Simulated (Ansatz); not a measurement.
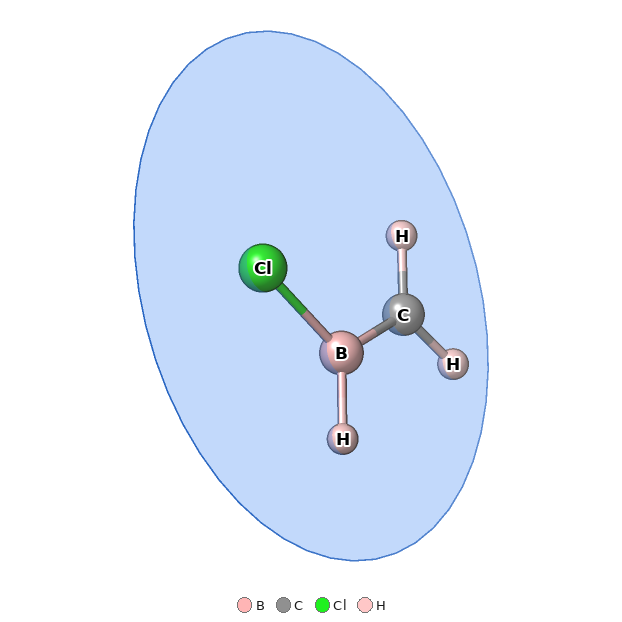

All proper rotation axes (lines) and mirror planes (discs) of the structure are drawn in. Atoms fade into the background with distance from the viewer. Charge 0, doublet. The geometry was computed by an optimisation with PBE0-D4/def2-TZVP. No frequency run is at hand to confirm it as a minimum.

### Name the symmetry elements and the point group.

It has 1 mirror plane. Point group Cs. The group has 2 operations. The geometry is achiral, and symmetry allows a dipole moment.
